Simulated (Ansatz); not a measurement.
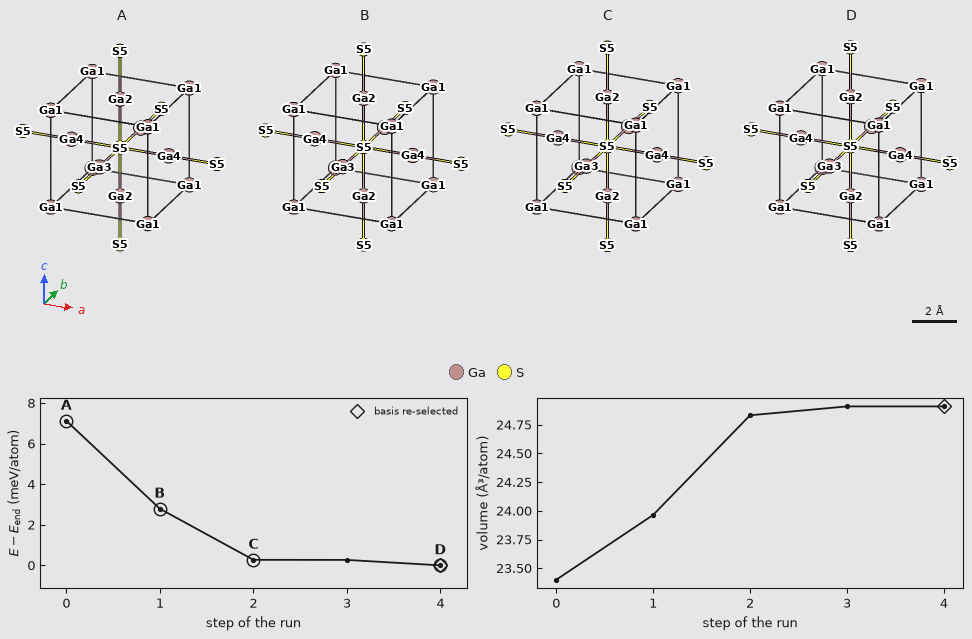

Frames of a relaxation of solid Ga$_{4}$S (a generated structure, set up in Pm-3m), marked on the history of the run. Style: ball-and-stick. Shown: the cell of the calculation, from a free direction.

Level of theory: DFT PBE, scalar-relativistic, plane waves, PAW (Ansatz). Set-up: plane-wave cutoff 420 eV; k-point mesh 8 × 8 × 8; occupations gaussian; smearing width 0.1 eV; no spin polarisation; cell and atoms relaxed; force threshold 0.01 eV/Å; at most 80 steps.

### Describe the path.

The energy falls by 7.1 meV per atom in 3 accepted moves (4 points after the start). All forces vanish by symmetry, so only the cell relaxes. Pressure: 1.59 GPa at the start and 0.00 GPa at the end. The SCF was repeated once at an unchanged geometry on a basis and grid sized afresh for the cell, which shifted the energy by 0.3 meV per atom at most. The atoms keep their places relative to the cell (all moves are under 0.005 Å). The drawn cell changes as follows: a = b = c 4.891 → 4.994 Å (+2.1 %); the volume changes by +6.5 %. Among the contacts that change: Ga2–S5 2.445 → 2.497 Å. The space group stays Pm-3m (No. 221). From step 0 to 1: volume +2.4 %, energy −4.3 meV per atom. From step 1 to 2: volume +3.6 %, energy −2.5 meV per atom. From step 2 to 4: volume +0.3 %, energy −0.3 meV per atom.

| step | E − E(0), meV/atom | pressure, GPa | volume, Å³/atom | note |
| --- | --- | --- | --- | --- |
| 0 | 0.00 | 1.59 | 23.399 |  |
| 1 | -4.33 | 0.94 | 23.964 |  |
| 2 | -6.85 | 0.07 | 24.832 |  |
| 3 | -6.85 | 0.00 | 24.910 |  |
| 4 | -7.12 | 0.00 | 24.910 | same geometry, new basis |
